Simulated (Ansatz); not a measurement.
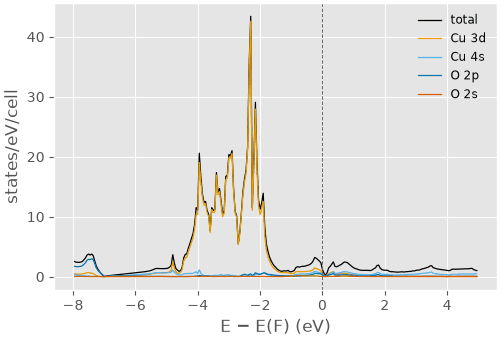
Figure. Total and projected density of states of Cu4O in space group Pm-3m (No. 221; Cu on 1a, Cu on 3c, O on 1b), r²SCAN in the plane-wave PAW code Ansatz

**Question.** Which orbitals carry the states next to the Fermi level?

**Answer.** Within 0.5 eV of the Fermi level: Cu 3d 40 %, Cu 4s 28 %, O 2p 17 %, outside the projected shells 11 %. Projections are on Löwdin-orthogonalised atomic valence shells; empty p or d shells of many metals are not among them.

**Question.** Where is the tallest occupied peak in this window, and what makes it?

**Answer.** Near -2.3 eV, about 43 states/eV per cell; the largest projected share is Cu 3d.

The start of the workflow was typed in or built on a structure type; neither database checked (COD, Materials Project) lists it. Its standing as an ambient phase is unchecked. The r²SCAN relaxation kept the symmetry of its start; whether a distortion lowers the energy is not shown. The workflow began spin-polarised and lost its moments. The volume moved by 18 % from the start of the relaxation. No Hubbard U is applied. The compound may be a true metal, but semilocal functionals without U, or a wrong spin order, can also close a gap.

Potentials: the earlier of the program's two PAW sets.
